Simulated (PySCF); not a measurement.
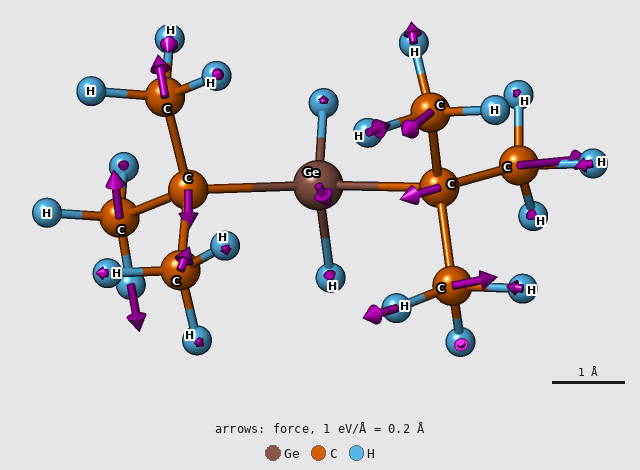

Starting geometry of C$_{8}$H$_{20}$Ge with the computed forces as purple arrows. Style: ball-and-stick. Shown at a tilt.

The start comes from GFN2-xTB. Its atoms were then displaced at random by about 0.03 Å.

All numbers below come from PBE0-D3(BJ)/def2-SVP geometry optimisation, gas phase in PySCF. 

**What follows when this structure is relaxed?**

It isn't relaxed: the largest force vector, on a C atom, is 6.11 eV/Å. The final displacements follow the starting forces only in part (cosine between the two patterns 0.48). The atom that moves furthest after the best rigid fit is an H atom (0.14 Å). By element the largest moves are H 0.14 Å, Ge 0.13 Å, C 0.11 Å. Among the contacts that change: C–C 1.408 → 1.530 Å, C–H 1.195 → 1.101 Å, C–H 1.016 → 1.101 Å, C–C 1.460 → 1.529 Å. Bond angles that change, for instance: H–C–H 116.6° → 107.8°, H–C–H 100.3° → 107.5°, C–C–H 117.5° → 110.3°. After 7 geometry steps the energy has fallen by 1.272 eV. Cost: 2.6 min on 2 threads of AMD EPYC 7R43 64-Core Processor, with other jobs on the host.
